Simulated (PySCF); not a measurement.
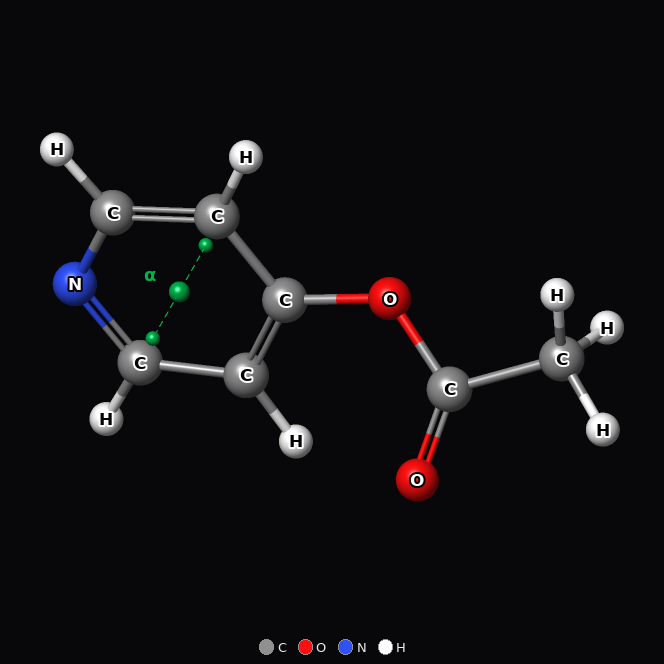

The small points mark where nucleus-independent chemical shifts (NICS) were computed: at the centre of each lettered ring and 1 Å above and below it. Computed geometry: GFN2-xTB optimisation. No frequency run is at hand to confirm it as a minimum. Properties computed with GIAO PBE0/pcSseg-1 NMR shielding, non-relativistic, gas phase (PySCF 2.14.0).

Give NICS(0), NICS(1) and the out-of-plane component NICS(1)zz for each ring (means of the two sides).

```csv
ring,members,NICS(0),NICS(1),NICS(1)zz
α,C5N,−8.8,−11.2,−27.9
```

Values in ppm.

What do the values say about the ring currents?

Ring α: diatropic, as in an aromatic ring. NICS is one index among several.
